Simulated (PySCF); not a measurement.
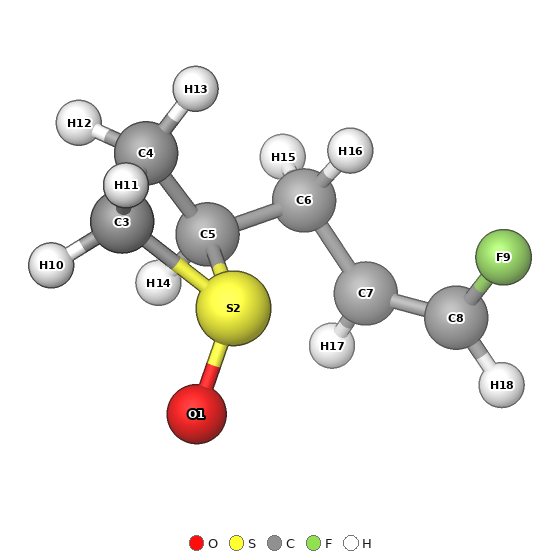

Geometry used (C₆H₉FOS, SMILES O=[S@@]1CC[C@H]1C/C=C\F).

GIAO shifts, PBE0/pcSseg-1 with PySCF, at a GFN2-xTB geometry (no frequency check), against H₂O for ¹⁷O, CS₂ for ³³S and TMS for ¹³C computed at the same level (¹⁷O: a single water molecule, while the usual scale starts at liquid water and gives values some tens of ppm lower). Gas phase, fully decoupled, line heights follow the number of nuclei, widths are arbitrary (no quadrupolar broadening); values of one conformer, averaged over methyl-type rotors and exact or near symmetry; other conformers aren't averaged in.

How many ¹⁷O lines appear, and where?

Answer. 1 signal.


```csv
δ (ppm),nuclei,atoms
131.2,1,O1
```

Which ³³S signals does it give?

Answer. 1 signal.


```
δ (ppm)  nuclei  atoms
  371.5       1     S2
```

How many ¹³C lines appear, and where?

Answer. 6 signals.


```
δ (ppm)  nuclei  atoms
  160.8       1     C8
  113.5       1     C7
   75.1       1     C5
   52.0       1     C3
   31.8       1     C6
   21.2       1     C4
```

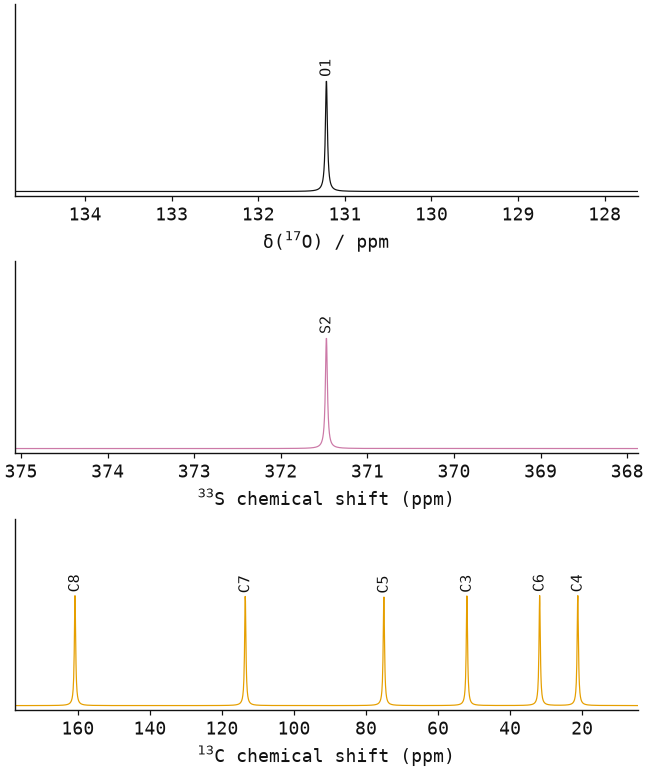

Known limits of this run: the tight-binding geometry is rougher than a DFT one and adds to the error.
